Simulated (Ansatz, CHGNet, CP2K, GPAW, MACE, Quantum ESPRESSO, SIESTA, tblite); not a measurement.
## Phosphorene, 3 layers, N on P sites (72 atoms) in SIESTA

Wanted: SIESTA inputs and outputs for phosphorene, 3 layers, N on P sites (72 atoms), checked against a plane-wave reference.

Calculated with SIESTA 5.4.2; the method is named at each step.

## 1. Set-up

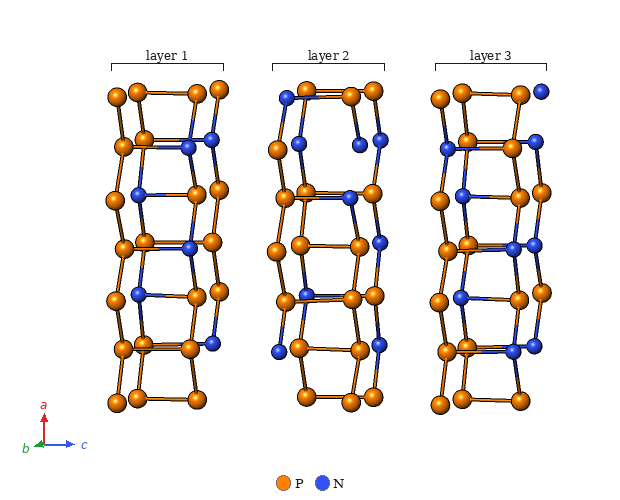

The cell as given, from the side, with the c axis across the page (phosphorus orange, nitrogen blue). Bonds to atoms that aren't drawn are left out. Some periodic images of atoms are drawn too.

The cell holds 72 atoms: 48 P and 24 N. Cell: a = 10.340 Å, b = 9.102 Å, c = 29.176 Å, α = 90.0°, β = 90.0°, γ = 90.0°. It derives from P (phosphorene). 3 layers of phosphorene (a = 3.314 Å), 3 x 2 cells, biaxial strain +4 %, every second layer slid by 0.500 of a1; facing planes 3.38, 3.4 Å apart; 16 Å of vacuum; 24 of 72 P replaced by N at random; displaced by a Gaussian of 0.02 Å. Then every atom was moved at random, 0.02 Å r.m.s. a Cartesian component. Regions: layer 1, 24 atoms (18 P and 6 N); layer 2, 24 atoms (9 N and 15 P); layer 3, 24 atoms (9 N and 15 P). Vacuum lies along c.

The yardstick, on the same geometry:

```
method                 : Kohn-Sham DFT, PBE, SSSP efficiency 1.3.0 pseudopotentials, plane waves (Quantum ESPRESSO 7.5); sssp-pbe-1.3.0-efficiency, cutoffs 60/480 Ry, Γ point
r.m.s. force component : 1.577 eV/Å
longest force          : 3.849 eV/Å
time                   : 43 min on 1 thread of Arm Neoverse V1, shared host
CPU time               : 43 min
```

## 2. PBE, DZP, shift 0.01 Ry, mesh 500 Ry

Method: Kohn-Sham DFT, PBE, PseudoDojo 0.4.1 norm-conserving pseudopotentials (converted to PSML), numerical atomic orbitals (DZP), diagonalisation.

The .psml files are PseudoDojo norm-conserving potentials that we converted to this format, checked against plane waves on the same files for H, C, O, Si, Ge and Ca alone.

input.fdf

```
SystemLabel cell
NumberOfAtoms 72
NumberOfSpecies 2
%block ChemicalSpeciesLabel
  1 15 P
  2 7 N
%endblock ChemicalSpeciesLabel
LatticeConstant 1.0 Ang
%block LatticeVectors
  10.33970 0.00000 0.00000
  0.00000 9.10210 0.00000
  0.00000 0.00000 29.17600
%endblock LatticeVectors
PAO.BasisSize DZP
PAO.EnergyShift 0.01 Ry
XC.Functional GGA
XC.Authors PBE
MeshCutoff 500 Ry
%block kgrid_Monkhorst_Pack
  1 0 0 0.0
  0 1 0 0.0
  0 0 1 0.0
%endblock kgrid_Monkhorst_Pack
SolutionMethod diagon
OccupationFunction FD
ElectronicTemperature 580 K
SCF.Mixer.Method Pulay
SCF.Mixer.Weight 0.05
SCF.Mixer.History 8
SCF.Mix Hamiltonian
MaxSCFIterations 300
SCF.DM.Tolerance 1e-04
SCF.H.Tolerance 1.0e-3 eV
WriteForces T
Write.HirshfeldPop T
Write.VoronoiPop T
Write.DM F
Write.H F
XML.Write F
AtomicCoordinatesFormat Fractional
%block AtomicCoordinatesAndAtomicSpecies
  0.99481 0.04209 0.34796 1
  0.00049 0.95781 0.27441 1
  0.17120 0.20782 0.34874 2
  0.16800 0.29084 0.27188 1
  0.99838 0.53694 0.34699 1
  0.99876 0.45609 0.27314 1
  0.16999 0.70774 0.34744 1
  0.17123 0.79421 0.27364 1
  0.33417 0.03473 0.34767 1
  0.33423 0.95896 0.27314 1
  0.50178 0.21276 0.34863 1
  0.50288 0.29094 0.27336 1
  0.33441 0.54758 0.34716 1
  0.33878 0.46724 0.27498 2
  0.49867 0.71064 0.34718 2
  0.49888 0.79477 0.27484 1
  0.66669 0.04052 0.34773 1
  0.66236 0.96222 0.27232 1
  0.83688 0.21246 0.34761 2
  0.83854 0.29079 0.27275 1
  0.66844 0.54077 0.34687 1
  0.66314 0.46123 0.27458 2
  0.82824 0.71212 0.34570 2
  0.83251 0.78872 0.27383 1
  0.16401 0.04048 0.53558 2
  0.17114 0.95408 0.46411 2
  0.33019 0.20852 0.53856 1
  0.33299 0.29515 0.46330 2
  0.16325 0.53702 0.53803 1
  0.16717 0.46241 0.46296 1
  0.33604 0.70989 0.53785 1
  0.32894 0.78636 0.46349 1
  0.49807 0.03948 0.53646 2
  0.49862 0.95910 0.46128 1
  0.66437 0.21202 0.53632 1
  0.66843 0.28991 0.46220 1
  0.50181 0.54072 0.53759 1
  0.50187 0.45655 0.46409 1
  0.66684 0.70423 0.53479 2
  0.66844 0.79011 0.46291 1
  0.83276 0.03715 0.53682 2
  0.83126 0.96008 0.46269 1
  0.99941 0.21092 0.53732 1
  0.00162 0.28946 0.46289 1
  0.83440 0.54319 0.53806 2
  0.83410 0.46054 0.46256 2
  0.99888 0.71250 0.53641 1
  0.99532 0.79102 0.46493 2
  0.99511 0.03888 0.72518 2
  0.00109 0.96161 0.65350 1
  0.16915 0.20988 0.72572 2
  0.16605 0.29444 0.65135 1
  0.00133 0.54319 0.72644 1
  0.00353 0.46526 0.65417 1
  0.16849 0.71381 0.72655 2
  0.16890 0.78808 0.65257 1
[... 12 atom lines left out ...]
  0.66494 0.54009 0.72563 1
  0.66646 0.45775 0.65445 2
  0.83297 0.71243 0.72531 1
  0.83253 0.79226 0.65363 2
%endblock AtomicCoordinatesAndAtomicSpecies
```

Started as:

```console
$ OMP_NUM_THREADS=1 mpirun -np 2 siesta < input.fdf > output.txt
```

Log:

```text
Version         : 5.4.2
reinit: System Name:
reinit: System Label: cell
initatom: Reading input for the pseudopotentials and atomic orbitals ----------
Species number:   1 Atomic number:   15 Label: P
Species number:   2 Atomic number:    7 Label: N
Ground state valence configuration (from tables):   3s02  3p03  3d00  4f00
Ground state valence configuration (from tables):   2s02  2p03  3d00  4f00
---- Processing specs for species: P
GGA--PBE XC_GGA_X_PBE--XC_GGA_C_PBE pb
---- Processing specs for species: N
GGA--PBE XC_GGA_X_PBE--XC_GGA_C_PBE pb
P pseudopotential only contains V_ls up to l=2 -- lmxkb reset.
N pseudopotential only contains V_ls up to l=1 -- lmxkb reset.
Using PAO.SplitTailNorm
%block ChemicalSpeciesLabel
    1   15 P                       # Species index, atomic number, species label
    2    7 N                       # Species index, atomic number, species label
%endblock ChemicalSpeciesLabel
%block PAO.Basis                 # Define Basis set
P                     2                    # Species label, number of l-shells
 n=3   0   2                         # n, l, Nzeta
   4.859      3.414
   1.000      1.000
 n=3   1   2 P   1                   # n, l, Nzeta, Polarization, NzetaPol
   6.081      4.321
   1.000      1.000
N                     2                    # Species label, number of l-shells
 n=2   0   2                         # n, l, Nzeta
   3.944      2.617
   1.000      1.000
 n=2   1   2 P   1                   # n, l, Nzeta, Polarization, NzetaPol
   4.781      3.167
   1.000      1.000
%endblock PAO.Basis
coor:   Atomic-coordinates input format  =     Fractional
siesta: System type = slab
initatomlists: Number of atoms, orbitals, and projectors:     72   936  1056
siesta: ******************** Simulation parameters ****************************
Total number of electrons:   360.000000
Total ionic charge:   360.000000
 Kpoints in:            1 . Kpoints trimmed:            1
siesta: k-grid: Number of k-points = 1
siesta: k-points from Monkhorst-Pack grid
siesta: k-cutoff (effective) =     4.551 Ang
siesta: k-point supercell and displacements
siesta: k-grid:     1     0     0      0.000
siesta: k-grid:     0     1     0      0.000
siesta: k-grid:     0     0     1      0.000
                     ====================================
                        Single-point calculation
                     ====================================
outcell: Unit cell vectors (Ang):
       10.339700    0.000000    0.000000
        0.000000    9.102100    0.000000
        0.000000    0.000000   29.176000
outcell: Cell vector modules (Ang)   :   10.339700    9.102100   29.176000
outcell: Cell angles (23,13,12) (deg):     90.0000     90.0000     90.0000
outcell: Cell volume (Ang**3)        :   2745.8404
Gamma-point calculation with multiply-connected orbital pairs
Gamma-point calculation with multiply-connected orbital pairs
Folding of H and S implicitly performed
Folding of H and S implicitly performed
new_DM -- step:     1
Initializing Density Matrix...
Attempting to read DM from file... Failed...
DM filled with atomic data:
InitMesh: MESH = 144 x 128 x 400 = 7372800
InitMesh: Mesh cutoff (required, used) =   500.000   519.482 Ry
stepf: Fermi-Dirac step function
        iscf     Eharris(eV)        E_KS(eV)     FreeEng(eV)     dDmax    Ef(eV) dHmax(eV)
   scf:    1   -15718.520830   -15661.681885   -15661.733332  0.787147 -4.622687  9.054040
   scf:    2   -15709.229865   -15688.019074   -15688.037942  0.080156 -4.575425  5.125006
   scf:    3   -15713.792589   -15706.807685   -15706.816813  0.149764 -4.519366  2.142645
   scf:    4   -15708.815537   -15707.910581   -15707.919590  0.026401 -4.537018  1.662512
   scf:    5   -15709.928022   -15709.149435   -15709.160117  0.057341 -4.616561  0.990657
   scf:    6   -15709.871583   -15709.593314   -15709.607903  0.032722 -4.705104  0.572532
[...]
scf:   20   -15709.775668   -15709.775678   -15709.792526  0.000082 -4.756197  0.001296
   scf:   21   -15709.775649   -15709.775664   -15709.792528  0.000093 -4.755899  0.001066
   scf:   22   -15709.775659   -15709.775661   -15709.792529  0.000038 -4.755889  0.000647
SCF Convergence by DM+H criterion
max |DM_out - DM_in|         :     0.0000379072
max |H_out - H_in|      (eV) :     0.0006471521
SCF cycle converged after 22 iterations
Using DM_out to compute the final energy and forces
siesta: E_KS(eV) =           -15709.7757
siesta: E_KS - E_eggbox =    -15709.7757
siesta: Atomic forces (eV/Ang):
     1    0.183700    2.578458   -0.144161
     2   -0.214219    0.054617    0.410362
     3   -0.210510   -1.904294   -2.684753
     4    1.233206    0.907186    2.823606
     5   -0.880177    1.346588   -0.144556
     6    0.332970    0.032440    0.491781
[...]
70   -0.191242   -1.777735    2.240590
    71   -0.053523    0.091101   -2.536741
    72    0.057577    2.005962    2.466098
----------------------------------------
   Tot    0.004436   -0.000667   -0.000519
----------------------------------------
   Max    2.991479
   Res    1.520476    sqrt( Sum f_i^2 / 3N )
----------------------------------------
   Max    2.991479    constrained
Stress tensor Voigt[x,y,z,yz,xz,xy] (kbar):       96.55      101.03       84.38       -2.09       -0.74        0.28
(Free)E + p*V (eV/cell)   -15870.8687
Target enthalpy (eV/cell)   -15709.7925
siesta: Program's energy decomposition (eV):
siesta: Ebs     =     -3799.654528
siesta: Eions   =     28196.817881
siesta: Ena     =      8531.791615
siesta: Ekin    =      7181.376820
siesta: Enl     =       902.257987
siesta: DEna    =       294.352766
siesta: DUscf   =        13.530123
siesta: Ex      =     -4030.979801
siesta: Ec      =      -405.287290
siesta: Exc     =     -4436.267091
siesta: Eharris =    -15709.775659
siesta: Etot    =    -15709.775661
siesta: FreeEng =    -15709.792529
siesta: Final energy (eV):
siesta:  Band Struct. =   -3799.654528
siesta:       Kinetic =    7181.376820
siesta:       Hartree =   62815.495711
siesta:         Exch. =   -4030.979801
siesta:         Corr. =    -405.287290
siesta:   Exch.-corr. =   -4436.267091
siesta:  Ion-electron = -131803.236984
siesta:       Ion-ion =   50532.855883
siesta:         Total =  -15709.775661
siesta:         Fermi =      -4.755889
siesta: Stress tensor (static) (eV/Ang**3):
siesta:     0.060261    0.000172   -0.000461
siesta:     0.000172    0.063059   -0.001304
siesta:    -0.000461   -0.001304    0.052666
siesta: Cell volume =       2745.840403 Ang**3
siesta: Pressure (static):
siesta:                Solid            Molecule  Units
siesta:          -0.00063891         -0.00032800  Ry/Bohr**3
siesta:          -0.05866188         -0.03011539  eV/Ang**3
siesta:         -93.98670108        -48.25017536  kBar
    Orbital volume contribution        =          31.604978 eV
    (Free)E + p_basis*V_orbitals       =      -15678.187551 eV
    (Free)Eharris+ p_basis*V_orbitals  =      -15678.187548 eV
siesta: Electric dipole (a.u.)  =    0.000000    0.000000   -1.539629
siesta: Electric dipole (Debye) =    0.000000    0.000000   -3.913346
Hirshfeld Atomic Populations:
Atom #   charge [q] valence [e]  Species
     1     0.123712    4.876288  P
     2    -0.019691    5.019691  P
     3    -0.182646    5.182646  N
     4     0.108384    4.891616  P
     5     0.093137    4.906863  P
     6     0.007448    4.992552  P
     7     0.011773    4.988227  P
[...]
14    -0.186573    5.186573  N
    15    -0.192157    5.192157  N
[...]
19    -0.179216    5.179216  N
[...]
22    -0.185983    5.185983  N
    23    -0.181371    5.181371  N
[...]
--------------------
 Total     0.000003
Voronoi Atomic Populations:
Atom #   charge [q] valence [e]  Species
[...]
67    -0.200415    5.200415  N
    68     0.188279    4.811721  P
    69     0.186907    4.813093  P
    70    -0.264316    5.264316  N
    71     0.091565    4.908435  P
    72    -0.233488    5.233488  N
--------------------
 Total     0.000003
```

Run time: 3.6 min. Hardware: 2 MPI ranks of Arm Neoverse V1, shared host; peak memory 2.4 GiB; 7.1 min of CPU time.

Banners, paths, timers and routine set-up lines are dropped from the logs unmarked, and long logs keep their key lines alone; longer cuts are marked.

Compared with the plane-wave run:

```yaml
r_m_s_force_component: 1.52 eV/Å
r_m_s_difference_of_force_components: 129.6 meV/Å
longest_difference_of_force_vectors: 323.7 meV/Å
force_difference_over_r_m_s_force: 8.217 %
slope_of_forces_against_the_reference_s: 0.9614
correlation_of_force_components: 0.9972
```

Length of the force difference by element (eV/Å):

```csv
element,atoms,mean,most
N,24,0.17,0.25
P,48,0.24,0.32
```

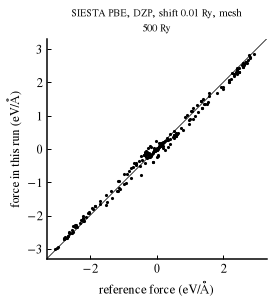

Force components against those of the reference; the line marks equality.

A closer look about P61, whose charge lies farthest from its element's mean: 12 atoms, nearest first, numbered in the order of the input, with positions taken from that point.

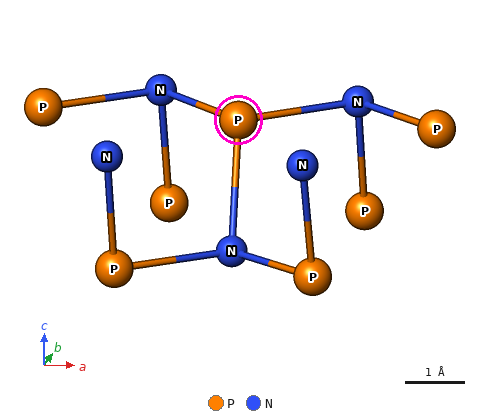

The atoms of the table, within 3.5 Å (arrows a, b, c point along x, y, z); some may hide others; the central atom is ringed.

```csv
atom,x,y,z,distance (Å),Hirshfeld charge (e),Fx,Fy,Fz (eV/Å)
P61,0.00,0.00,0.00,0.00,0.19,0.18,1.86,-2.17
N62,0.04,-0.76,-2.12,2.25,-0.19,-0.02,-1.71,2.46
N55,-1.68,1.57,0.05,2.30,-0.17,0.27,-2.27,-2.93
N63,1.78,1.49,0.05,2.32,-0.19,-0.25,-2.03,-2.68
P53,-3.40,0.02,0.05,3.41,0.08,0.95,1.40,0.19
N51,-1.67,-3.01,0.03,3.45,-0.13,0.30,-1.67,-2.66
N59,1.73,-2.99,0.04,3.45,-0.17,0.09,-2.13,-2.99
P69,3.46,-0.01,0.02,3.46,0.12,-1.06,0.75,-2.35
P56,-1.67,2.25,-2.11,3.51,0.07,-0.27,0.06,2.62
P64,1.73,2.26,-2.08,3.52,0.09,0.55,-0.40,2.26
P52,-1.70,-2.24,-2.14,3.54,0.09,1.49,0.57,2.52
P60,1.76,-2.24,-2.11,3.54,0.16,-0.04,2.01,2.61
```

Forces lie 8.2 % from the reference's, at 0.17 times its CPU time (on 2 against 1 cores).

## 3. PBE, TZP, shift 0.01 Ry, mesh 500 Ry

Method: Kohn-Sham DFT, PBE, PseudoDojo 0.4.1 norm-conserving pseudopotentials (converted to PSML), numerical atomic orbitals (TZP), diagonalisation.

input.fdf, as its differences from that of step 2:

```diff
@@ -13,3 +13,3 @@
 %endblock LatticeVectors
-PAO.BasisSize DZP
+PAO.BasisSize TZP
 PAO.EnergyShift 0.01 Ry
```

Log:

```text
Version         : 5.4.2
reinit: System Name:
reinit: System Label: cell
initatom: Reading input for the pseudopotentials and atomic orbitals ----------
Species number:   1 Atomic number:   15 Label: P
Species number:   2 Atomic number:    7 Label: N
Ground state valence configuration (from tables):   3s02  3p03  3d00  4f00
Ground state valence configuration (from tables):   2s02  2p03  3d00  4f00
---- Processing specs for species: P
GGA--PBE XC_GGA_X_PBE--XC_GGA_C_PBE pb
---- Processing specs for species: N
GGA--PBE XC_GGA_X_PBE--XC_GGA_C_PBE pb
[... lines left out ...]
stepf: Fermi-Dirac step function
        iscf     Eharris(eV)        E_KS(eV)     FreeEng(eV)     dDmax    Ef(eV) dHmax(eV)
[... lines left out ...]
SCF Convergence by DM+H criterion
[... lines left out ...]
SCF cycle converged after 21 iterations
[... lines left out ...]
   Max    3.028505
[... lines left out ...]
   Max    3.028505    constrained
Stress tensor Voigt[x,y,z,yz,xz,xy] (kbar):       97.65      102.18       84.89       -2.18       -0.72        0.27
[... lines left out ...]
siesta: FreeEng =    -15712.980923
[... lines left out ...]
siesta:         Fermi =      -4.745891
siesta: Stress tensor (static) (eV/Ang**3):
siesta:     0.060951    0.000168   -0.000451
siesta:     0.000168    0.063777   -0.001358
siesta:    -0.000451   -0.001358    0.052984
siesta: Cell volume =       2745.840403 Ang**3
siesta: Pressure (static):
siesta:                Solid            Molecule  Units
siesta:          -0.00064518         -0.00032944  Ry/Bohr**3
siesta:          -0.05923740         -0.03024817  eV/Ang**3
siesta:         -94.90877381        -48.46291106  kBar
    Orbital volume contribution        =          39.487361 eV
    (Free)E + p_basis*V_orbitals       =      -15673.493561 eV
    (Free)Eharris+ p_basis*V_orbitals  =      -15673.493551 eV
siesta: Electric dipole (a.u.)  =    0.000000    0.000000   -1.550092
siesta: Electric dipole (Debye) =    0.000000    0.000000   -3.939942
Hirshfeld Atomic Populations:
Atom #   charge [q] valence [e]  Species
     1     0.127496    4.872504  P
     2    -0.020795    5.020795  P
     3    -0.187046    5.187046  N
     4     0.112123    4.887877  P
[...]
14    -0.191208    5.191208  N
    15    -0.196876    5.196876  N
[...]
--------------------
 Total     0.000011
Voronoi Atomic Populations:
Atom #   charge [q] valence [e]  Species
[...]
69     0.190632    4.809368  P
    70    -0.268960    5.268960  N
    71     0.092582    4.907418  P
    72    -0.237568    5.237568  N
--------------------
 Total     0.000011
```

The job ended after 4.3 min (2 MPI ranks; peak memory 2.6 GiB).

Compared with the plane-wave run:

| Item | Value |
| --- | --- |
| r.m.s. force component | 1.544 eV/Å |
| r.m.s. difference of force components | 117.2 meV/Å |
| longest difference of force vectors | 322.6 meV/Å |
| force difference over r.m.s. force | 7.43 % |
| slope of forces against the reference's | 0.9765 |
| correlation of force components | 0.9974 |

Against the first run (8.2 %), the force difference from the reference is 7.4 %, at 1.2 times the CPU time, with 1224 basis functions against 936.

## 4. The ladder

Differences are against the plane-wave reference, forces as r.m.s. over components; share is that over the reference's r.m.s. force, slope the least-squares factor from reference forces to these. Total energies of different programs have different zeros and aren't compared.

```csv
run,"Δ force, r.m.s. (meV/Å)",share (%),slope,cores,CPU time,memory (GiB)
reference,-,-,-,1,43 min,10.0
"SIESTA PBE, DZP, shift 0.01 Ry, mesh 500 Ry",130,8.22,0.961,2,7.1 min,2.4
"SIESTA PBE, TZP, shift 0.01 Ry, mesh 500 Ry",117,7.43,0.977,2,8.5 min,2.6
```

CPU time is summed over cores on a shared host, where runs went side by side, so it is rough. Symmetry, cutoffs, thresholds, outputs and thread counts weren't matched or tuned between programs; memory under MPI is the largest rank's times the ranks.

## 5. Results

| Property | Result |
| --- | --- |
| nearest in forces | SIESTA PBE, TZP, shift 0.01 Ry, mesh 500 Ry, 7.4 % |
| its CPU time | 8.5 min |

**Reading.** The PBE runs in local orbitals differ by 7.4 % (SIESTA PBE, TZP, shift 0.01 Ry, mesh 500 Ry) to 8.2 % (SIESTA PBE, DZP, shift 0.01 Ry, mesh 500 Ry); basis, grid and potentials can all enter. Of the electronic-structure runs that take under half the reference's CPU time, SIESTA PBE, TZP, shift 0.01 Ry, mesh 500 Ry comes nearest, at 7.4 % in 8.5 min against 43 min. The electronic-structure runs sample only Γ, in a cell whose shortest periodic width is 9 Å.

[Also dropped from logs without a mark: logging warnings of Python, and SIESTA's first energy breakdown and zero terms.]

[Logs are printed without paths, hosts, clocks, repeated set-up lines and the standing remarks that a program may print on its own settings, such as how far it seeks lower states.]

[Hosts, paths, dates, database ids (printed as entryN), source tags and the programs' standing remarks are cut or masked in the printed files.]
